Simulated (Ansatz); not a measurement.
# BN, pressure series

The parent structure is BN in the h-BN type structure (space group P6_3/mmc, No. 194; a = 2.506 Å, c = 6.616 Å; layered, stacked along the Cartesian z axis).

Cell and atoms are relaxed at each pressure.

Method: Ansatz (a first-principles code) PBE-D3(BJ), no spin-orbit coupling, earlier PAW set.

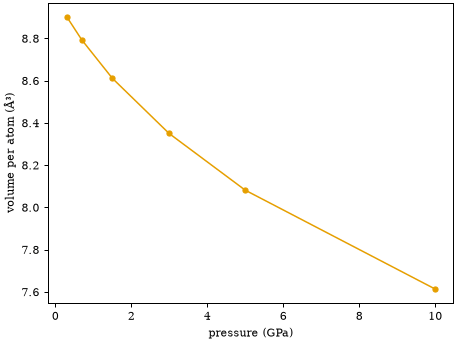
Fig. 1. Volume against pressure

Task: Estimate the zero-pressure bulk modulus from the plot.

Result: About 29 GPa; a third-order Birch–Murnaghan fit to the points gives V₀ = 8.99 Å³/atom, B₀ = 29 GPa and B₀′ = 9.6.

Measured bulk modulus of BN: 27.4 GPa (room temperature; as listed in Hermann Muhammad et al., Nanoscale (2024)); the computed value is for a static lattice, so the two differ by thermal effects too.

Load acts through the strain it causes; cell and atoms are relaxed under it. Whether these cells are dynamically stable was not tested. No other phases were tried under pressure.
